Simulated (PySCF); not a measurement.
# C9H7ClO: excited states, first hyperpolarisability

Aim: compute the excited states, first hyperpolarisability of C9H7ClO (`C=Cc1ccc(Cl)c(=O)cc1`).

Computed with PySCF 2.14.0 and routines of our own; the level stands in each step. Atoms count from 0.

### Step 1. The system as given

18 atoms, charge 0, multiplicity 1; geometry from: GFN2-xTB.

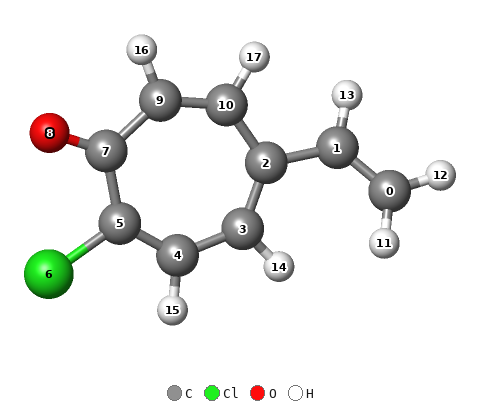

The starting geometry (carbon grey, chlorine green, oxygen red, hydrogen white).

### Step 2. Optimising the geometry at PBE0-D3(BJ)/def2-SVP

The job: settings as JSON, then the geometry in Å.

```
{"job": {"xc": "PBE0", "basis": "def2-SVP", "d3": "d3bj", "grid": 2, "kind": "geom"}, "charge": 0, "multiplicity": 1}
C      2.981422    -1.076011     0.155284
C      2.218844    -0.102068    -0.328451
C      0.769519     0.019705    -0.171619
C      0.013040    -1.105275     0.039363
C     -1.375076    -1.232114     0.229231
C     -2.352486    -0.285048     0.249502
Cl    -3.961959    -0.834560     0.518501
C     -2.286444     1.172917     0.067379
O     -3.305637     1.845696     0.114232
C     -1.004185     1.819147    -0.173015
C      0.257234     1.348192    -0.275225
H      2.587263    -1.888844     0.741488
H      4.046028    -1.080430    -0.001703
H      2.690170     0.710038    -0.867639
H      0.549551    -2.044506     0.054535
H     -1.718914    -2.248183     0.382397
H     -1.136557     2.889579    -0.285827
H      1.019427     2.098080    -0.460090
```

The run is started by

```sh
$ OMP_NUM_THREADS=1 python excited_run.py task.json out
```

This one command runs all jobs of the session in turn.

The program printed:

```text
step   0  E = -881.45480337  max force = 0.011649
step   1  E = -881.45648837  max force = 0.001618
step   2  E = -881.45650193  max force = 0.001569
step   3  E = -881.45651307  max force = 0.000980
step   4  E = -881.45652357  max force = 0.000398
optimisation converged
```

It took 1.8 min on 1 thread of Arm Neoverse V1, shared host; peak memory 0.89 GiB.

The steps of the relaxation:

```csv
step,energy from step 0 (eV),largest force component (eV/Å)
0,0.0000,0.5990
1,-0.0459,0.0832
2,-0.0462,0.0807
3,-0.0465,0.0504
4,-0.0468,0.0205
```

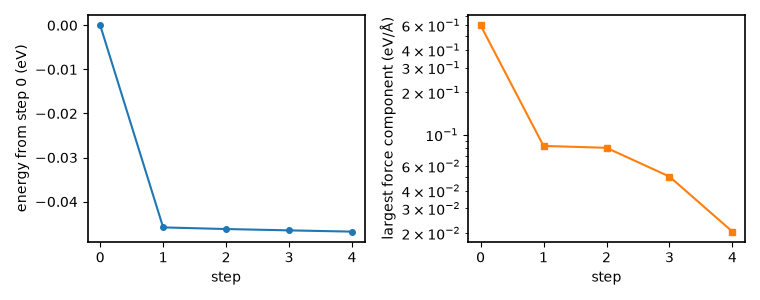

Energy and force, step by step.

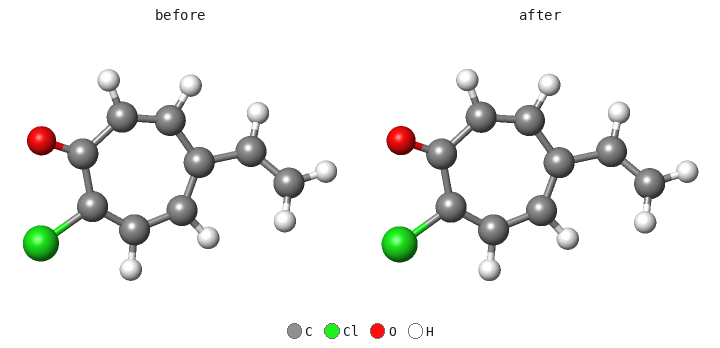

Before and after, at one scale.

Distances of close pairs at the start and the end, largest changes first:

| bond | before (Å) | after (Å) | change (Å) |
| --- | --- | --- | --- |
| C0–H11 | 1.077 | 1.094 | +0.017 |
| C0–H12 | 1.076 | 1.092 | +0.016 |
| C1–H13 | 1.083 | 1.096 | +0.013 |
| C5–C7 | 1.471 | 1.483 | +0.012 |
| C3–C4 | 1.407 | 1.418 | +0.012 |
| C3–H14 | 1.082 | 1.093 | +0.011 |
| C0–C1 | 1.328 | 1.339 | +0.010 |
| C10–H17 | 1.085 | 1.095 | +0.010 |

The next job starts from the end point, and lists it.

```csv
at the end point,value
point group (found at 0.08 Å tolerance),C1
"rotational constants (GHz, main isotopes)","2.102, 0.562, 0.446"
dipole moment (D),5.26
```

### Step 3. Excited states: TDA wB97X-D/aug-cc-pVDZ

The job: settings as JSON, then the geometry in Å.

```
{"job": {"kind": "states", "xc": "wB97X-D", "basis": "aug-cc-pVDZ", "tda": true, "soc": true, "nstates": 6, "ntriplets": 5, "nquad": 4}, "charge": 0, "multiplicity": 1}
C      2.099855    -1.628275     0.300901
C      1.332027    -0.642579    -0.179168
C     -0.128814    -0.524667    -0.044467
C     -0.897879    -1.644144     0.172103
C     -2.298299    -1.763320     0.362785
C     -3.292311    -0.823781     0.391925
Cl    -4.897256    -1.385800     0.661367
C     -3.217869     0.647368     0.220931
O     -4.219688     1.336365     0.300141
C     -1.926535     1.279174    -0.061754
C     -0.658049     0.805091    -0.171900
H      1.688535    -2.459322     0.881178
H      3.180198    -1.624890     0.140394
H      1.819434     0.186302    -0.705119
H     -0.365634    -2.598712     0.188996
H     -2.649676    -2.787882     0.512529
H     -2.061752     2.356750    -0.196819
H      0.097828     1.568218    -0.386026
```

With the program's defaults for keys left out, this is: TDA wB97X-D/aug-cc-pVDZ excited states, vertical, gas phase, spin-orbit mean-field couplings.

The program printed:

```text
coarse grid: 16824 points
cycle   1  E = -882.1943408950  dE =  2.403e+00  |g| = 9.287e-01  |ddm| = 4.883e+01
cycle   2  E = -881.8484503244  dE =  3.459e-01  |g| = 1.653e+00  |ddm| = 1.288e+01
cycle   3  E = -882.3972626197  dE = -5.488e-01  |g| = 7.733e-02  |ddm| = 8.049e+00
cycle   4  E = -882.3987900554  dE = -1.527e-03  |g| = 5.758e-02  |ddm| = 1.333e+00
cycle   5  E = -882.3996571148  dE = -8.671e-04  |g| = 1.800e-02  |ddm| = 5.552e-01
cycle   6  E = -882.3997910305  dE = -1.339e-04  |g| = 6.843e-03  |ddm| = 2.177e-01
cycle   7  E = -882.3998272100  dE = -3.618e-05  |g| = 3.247e-03  |ddm| = 1.230e-01
cycle   8  E = -882.3998357042  dE = -8.494e-06  |g| = 1.500e-03  |ddm| = 5.865e-02
final grid: 161432 points
cycle   9  E = -882.4254126661  dE = -1.542e-04  |g| = 5.530e-03  |ddm| = 1.825e+00
cycle  10  E = -882.4254164057  dE = -3.740e-06  |g| = 4.811e-03  |ddm| = 1.851e-01
cycle  11  E = -882.4254223871  dE = -5.981e-06  |g| = 1.085e-03  |ddm| = 4.351e-02
cycle  12  E = -882.4254226587  dE = -2.715e-07  |g| = 7.228e-04  |ddm| = 1.095e-02
cycle  13  E = -882.4254227872  dE = -1.285e-07  |g| = 1.478e-04  |ddm| = 6.901e-03
cycle  14  E = -882.4254228014  dE = -1.422e-08  |g| = 8.528e-05  |ddm| = 1.953e-03
cycle  15  E = -882.4254228083  dE = -6.890e-09  |g| = 3.365e-05  |ddm| = 1.881e-03
cycle  16  E = -882.4254228093  dE = -9.998e-10  |g| = 1.477e-05  |ddm| = 5.272e-04
converged SCF energy = -882.4254228093

Singlet excitations
state   eV       nm        f     d(h-e)  d(exc)  Lambda  PR(NTO)  |dmu|/D   mu/D   main configurations
  1   3.7686   329.0   0.31834   0.541   3.506   0.794   1.113    1.159    4.590   H->L 0.93
  2   4.0338   307.4   0.00001   1.971   3.337   0.345   1.009    4.320    1.868   H-1->L 0.50, H-1->L+1 0.44
  3   4.1603   298.0   0.00009   2.012   3.277   0.360   1.010    3.490    2.362   H-1->L+1 0.51, H-1->L 0.45
  4   4.4353   279.5   0.07561   0.383   3.425   0.664   1.766    0.866    6.345   H->L+1 0.68, H-2->L 0.24
  5   5.4639   226.9   0.47239   0.999   3.711   0.654   1.266                     H-2->L 0.50, H-3->L 0.33
  6   5.6389   219.9   0.04479   2.502   3.858   0.301   1.036                     H-4->L 0.87

Triplet excitations (Tamm-Dancoff)
state   eV     d(h-e)  d(exc)  Lambda  PR(NTO)   main configurations
  1   2.0654   0.288   3.245   0.796   1.091   H->L 0.93
  2   3.1203   0.202   3.093   0.661   1.173   H->L+1 0.83
  3   3.6347   1.505   2.902   0.413   1.008   H-1->L+1 0.85, H-1->L 0.08
  4   3.8564   0.475   2.827   0.592   1.687   H-2->L 0.40, H-3->L 0.20, H->L+5 0.12
  5   3.9618   2.286   3.551   0.298   1.022   H-1->L 0.83, H-1->L+1 0.09
S1 - T1 = 1.7032 eV

Spin-orbit couplings |<S|Hso|T>| (cm-1)
             T1       T2       T3       T4       T5
S0        1.108    1.390   43.590    2.044   12.877
S1        0.302    0.096    4.644    3.406   17.389
S2       12.410   16.936    0.703    9.904    1.852
S3       10.836   17.319    0.725    5.467    1.011
S4        0.348    0.179   15.792    1.628    7.690
S5       14.627    6.608    5.603    2.192   17.347
S6       62.192   28.440   13.603   11.516   32.224
T1 sublevels (cm-1): 0.000 0.143 0.144   radiative rates (1/s): 0.38 0.0324 0.000585
```

It took 2.2 min on 1 thread of Arm Neoverse V1, shared host; peak memory 1.4 GiB.

From this job:

```csv
quantity,value
S1 less T1,1.70 eV
```

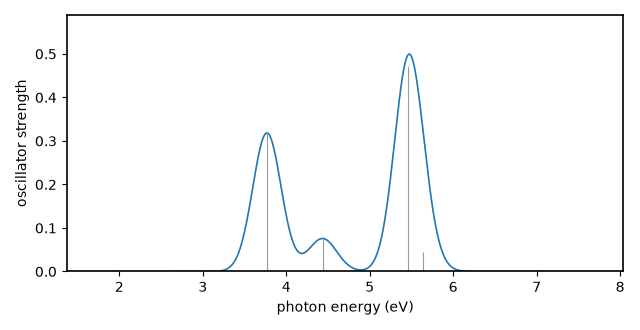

Absorption lines of the singlets. Lines are broadened to a width of 0.40 eV (Gaussian).

### Step 4. Excited states: TDDFT CAM-B3LYP/aug-cc-pVDZ

The job, as its differences from that of step 3:

```diff
@@ -1,2 +1,2 @@
-{"job": {"kind": "states", "xc": "wB97X-D", "basis": "aug-cc-pVDZ", "tda": true, "soc": true, "nstates": 6, "ntriplets": 5, "nquad": 4}, "charge": 0, "multiplicity": 1}
+{"job": {"kind": "states", "xc": "CAM-B3LYP", "basis": "aug-cc-pVDZ", "tpa": true, "nstates": 8, "nquad": 6, "ntriplets": 0}, "charge": 0, "multiplicity": 1}
 C      2.099855    -1.628275     0.300901
```

With the program's defaults for keys left out, this is: TDDFT CAM-B3LYP/aug-cc-pVDZ excited states, vertical, gas phase, two-photon moments by quadratic response.

The program printed:

```text
coarse grid: 16824 points
cycle   1  E = -882.1401620618  dE =  2.303e+00  |g| = 9.099e-01  |ddm| = 5.863e+01
cycle   2  E = -881.6579353970  dE =  4.822e-01  |g| = 1.806e+00  |ddm| = 1.395e+01
cycle   3  E = -882.3308953024  dE = -6.730e-01  |g| = 1.036e-01  |ddm| = 1.011e+01
cycle   4  E = -882.3324260022  dE = -1.531e-03  |g| = 8.887e-02  |ddm| = 1.478e+00
cycle   5  E = -882.3344452542  dE = -2.019e-03  |g| = 2.405e-02  |ddm| = 7.766e-01
cycle   6  E = -882.3346279876  dE = -1.827e-04  |g| = 8.260e-03  |ddm| = 2.674e-01
cycle   7  E = -882.3346623219  dE = -3.433e-05  |g| = 4.100e-03  |ddm| = 1.141e-01
cycle   8  E = -882.3346708180  dE = -8.496e-06  |g| = 1.646e-03  |ddm| = 6.203e-02
final grid: 161432 points
cycle   9  E = -882.3679942837  dE = -2.501e-05  |g| = 4.321e-03  |ddm| = 8.857e-01
cycle  10  E = -882.3679924737  dE =  1.810e-06  |g| = 5.380e-03  |ddm| = 1.066e-01
cycle  11  E = -882.3679997057  dE = -7.232e-06  |g| = 1.104e-03  |ddm| = 4.074e-02
cycle  12  E = -882.3679999681  dE = -2.624e-07  |g| = 2.409e-04  |ddm| = 5.646e-03
cycle  13  E = -882.3679999910  dE = -2.294e-08  |g| = 1.290e-04  |ddm| = 3.677e-03
cycle  14  E = -882.3679999984  dE = -7.360e-09  |g| = 5.425e-05  |ddm| = 1.386e-03
cycle  15  E = -882.3680000001  dE = -1.717e-09  |g| = 2.068e-05  |ddm| = 7.563e-04
cycle  16  E = -882.3680000004  dE = -3.481e-10  |g| = 1.022e-05  |ddm| = 3.811e-04
converged SCF energy = -882.3680000004

Singlet excitations
state   eV       nm        f     d(h-e)  d(exc)  Lambda  PR(NTO)  |dmu|/D   mu/D   delta(TPA)   sigma/GM   main configurations
  1   3.4767   356.6   0.22162   0.534   3.506   0.788   1.157    1.160    4.598       58.28      0.258   H->L 0.96
  2   4.0252   308.0   0.00002   1.864   3.267   0.367   1.010    4.133    1.941        0.15      0.001   H-1->L+1 0.58, H-1->L 0.36
  3   4.1774   296.8   0.00014   2.170   3.437   0.336   1.016    3.722    2.198        0.96      0.006   H-1->L 0.58, H-1->L+1 0.37
  4   4.3115   287.6   0.08735   0.425   3.419   0.660   1.705    1.130    6.589      280.61      1.911   H->L+1 0.77, H-2->L 0.17
  5   5.2507   236.1   0.50740   0.977   3.647   0.669   1.288    2.286    7.580     1448.66     14.632   H-2->L 0.69, H-3->L 0.17, H->L+1 0.10
  6   5.5325   224.1   0.09572   0.860   3.733   0.622   1.373    1.979    4.940     3224.41     36.158   H-3->L 0.68, H-2->L 0.09, H->L+1 0.08
  7   5.5995   221.4   0.00069   2.489   3.929   0.309   1.049                                            H-4->L 0.85
  8   5.7000   217.5   0.00453   1.435   4.776   0.237   1.050                                            H->L+2 0.77
```

Wall time 2.8 min (1 thread of Arm Neoverse V1, shared host); peak memory 1.5 GiB.

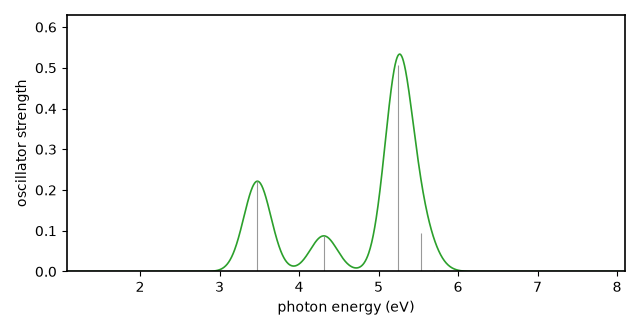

Absorption lines of the singlets. Lines are broadened to a width of 0.40 eV (Gaussian).

### Step 5. First hyperpolarisability: quadratic response CAM-B3LYP/aug-cc-pVDZ

The job, as its differences from that of step 4:

```diff
@@ -1,2 +1,2 @@
-{"job": {"kind": "states", "xc": "CAM-B3LYP", "basis": "aug-cc-pVDZ", "tpa": true, "nstates": 8, "nquad": 6, "ntriplets": 0}, "charge": 0, "multiplicity": 1}
+{"job": {"kind": "beta", "xc": "CAM-B3LYP", "basis": "aug-cc-pVDZ"}, "charge": 0, "multiplicity": 1}
 C      2.099855    -1.628275     0.300901
```

Level: quadratic response CAM-B3LYP/aug-cc-pVDZ first hyperpolarisability, Taylor convention, gas phase.

The program printed:

```text
coarse grid: 16824 points
cycle   1  E = -882.1401620618  dE =  2.303e+00  |g| = 9.099e-01  |ddm| = 5.863e+01
cycle   2  E = -881.6579353970  dE =  4.822e-01  |g| = 1.806e+00  |ddm| = 1.395e+01
cycle   3  E = -882.3308953024  dE = -6.730e-01  |g| = 1.036e-01  |ddm| = 1.011e+01
cycle   4  E = -882.3324260022  dE = -1.531e-03  |g| = 8.887e-02  |ddm| = 1.478e+00
cycle   5  E = -882.3344452542  dE = -2.019e-03  |g| = 2.405e-02  |ddm| = 7.766e-01
cycle   6  E = -882.3346279876  dE = -1.827e-04  |g| = 8.260e-03  |ddm| = 2.674e-01
cycle   7  E = -882.3346623219  dE = -3.433e-05  |g| = 4.100e-03  |ddm| = 1.141e-01
cycle   8  E = -882.3346708180  dE = -8.496e-06  |g| = 1.646e-03  |ddm| = 6.203e-02
final grid: 161432 points
cycle   9  E = -882.3679942837  dE = -2.501e-05  |g| = 4.321e-03  |ddm| = 8.857e-01
cycle  10  E = -882.3679924737  dE =  1.810e-06  |g| = 5.380e-03  |ddm| = 1.066e-01
cycle  11  E = -882.3679997057  dE = -7.232e-06  |g| = 1.104e-03  |ddm| = 4.074e-02
cycle  12  E = -882.3679999681  dE = -2.624e-07  |g| = 2.409e-04  |ddm| = 5.646e-03
cycle  13  E = -882.3679999910  dE = -2.294e-08  |g| = 1.290e-04  |ddm| = 3.677e-03
cycle  14  E = -882.3679999984  dE = -7.360e-09  |g| = 5.425e-05  |ddm| = 1.386e-03
cycle  15  E = -882.3680000001  dE = -1.717e-09  |g| = 2.068e-05  |ddm| = 7.563e-04
cycle  16  E = -882.3680000004  dE = -3.481e-10  |g| = 1.022e-05  |ddm| = 3.811e-04
converged SCF energy = -882.3680000004

Lowest singlets (eV, f): 3.4767 0.2216  4.0252 0.0000  4.1774 0.0001

First hyperpolarisability (au)
process     nm      |vector|   parallel      HRS      DR
static         -      459.46    -215.72     177.08   6.651
shg       1907.0      517.38    -239.06      200.8   6.457
eope      1907.0      476.95    -222.71          -       -
shg       1064.0      748.20    -338.27     297.71   5.636
eope      1064.0      522.08    -240.98          -       -
```

It took 2.1 min on 1 thread of Arm Neoverse V1, shared host; peak memory 1.4 GiB.

### Step 6. Summary of results

| quantity | value |
| --- | --- |
| point group | C1 |
| rotational constants (main isotopes) | 2.10, 0.56, 0.45 GHz |
| S1 less T1 (step 3, TDA wB97X-D/aug-cc-pVDZ) | 1.70 eV |
| β vector (step 5, quadratic response CAM-B3LYP/aug-cc-pVDZ) | static 459, SHG 1907.0 nm 517, SHG 1064.0 nm 748 au |

Over 4 steps the energy fell by 0.047 eV; of the close pairs, C0–H11 changed most, 1.077 to 1.094 Å. In step 3, the number of triplets below S1 is 3, and the largest singlet-triplet spin-orbit coupling is S6–T1, 62.19 cm⁻¹. β grows from 459 au (static) to 748 au for doubling at 1064.0 nm: normal dispersion, which grows as twice the photon energy moves toward the bright states.
